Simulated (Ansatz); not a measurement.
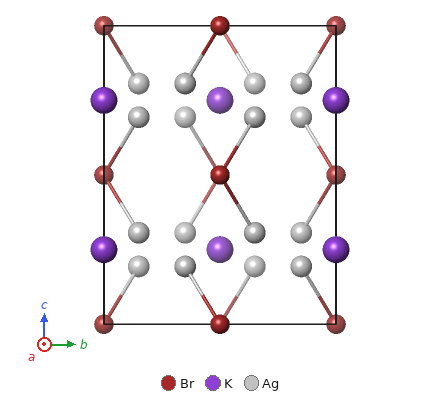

The structure, seen along [100]; the drawing may span several cells.

Structure (in its standard cell), coordinates from a relaxation with Ansatz, DFT, PAW plane waves, pbesol; the starting structure was generated, so it need not be a known form of this composition:

```
Br K Ag
1.0
     8.39252    0.00000    0.00000
     0.00000    8.39252    0.00000
     0.00000    0.00000   10.79500
Br K Ag
4 4 16
Direct
  0.00000 0.50000 0.00000
  0.50000 0.00000 0.00000
  0.50000 0.00000 0.50000
  0.00000 0.50000 0.50000
  0.00000 0.00000 0.75000
  0.00000 0.00000 0.25000
  0.50000 0.50000 0.25000
  0.50000 0.50000 0.75000
  0.64989 0.14989 0.30639
  0.85011 0.64989 0.30639
  0.35011 0.85011 0.30639
  0.14989 0.35011 0.30639
  0.64989 0.85011 0.19361
  0.85011 0.35011 0.19361
  0.35011 0.14989 0.19361
  0.14989 0.64989 0.19361
  0.14989 0.64989 0.80639
  0.35011 0.14989 0.80639
  0.85011 0.35011 0.80639
  0.64989 0.85011 0.80639
  0.14989 0.35011 0.69361
  0.35011 0.85011 0.69361
  0.85011 0.64989 0.69361
  0.64989 0.14989 0.69361
```

> Predict the [100] zone-axis pattern (200 kV, kinematic, B = 0.8 Å²).

The spots form a rectangular net whose two shortest vectors correspond to d = 5.40 Å and 4.20 Å, 90.0° apart. They are 0 0 2 and 0 2 0 (weak). The pattern has symmetry 2mm. The lattice centring (I) removes all reflections that break h + k + l = 2n; a glide plane extinguishes reflections such as 0 1 -1, 0 1 1, 0 1 -3.

Strongest reflections with d > 1.26 Å, one of each family (|F|² from tabulated Gaussian fits of the electron scattering factors, times a small damping for the curvature of the Ewald sphere):

```csv
hkl,d (Å),I (strongest = 100)
0 0 2,5.397,100
0 6 0,1.399,37
0 4 2,1.956,27
0 0 4,2.699,25
0 0 6,1.799,17
0 4 0,2.098,15
```

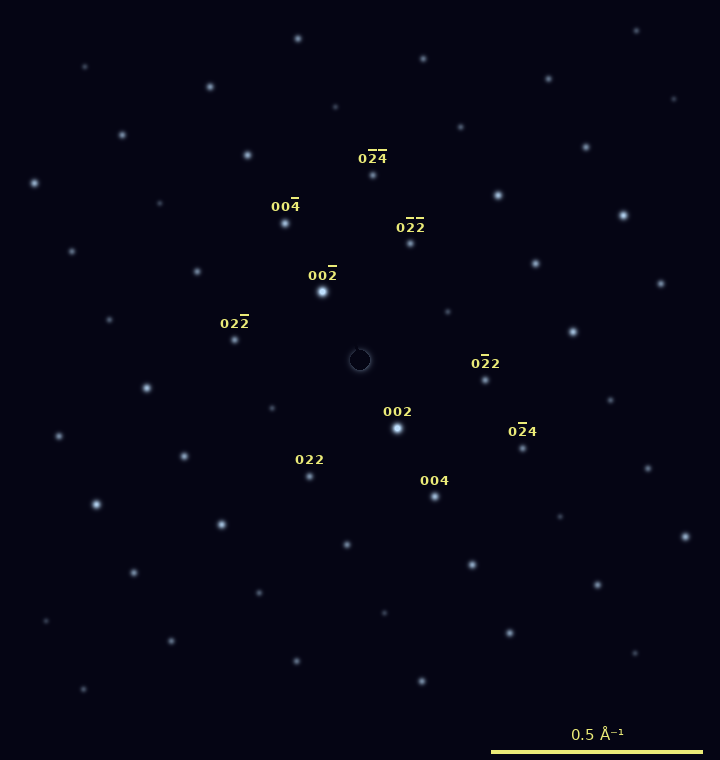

Calculated pattern, seen from the source side with [100] pointing towards the source.
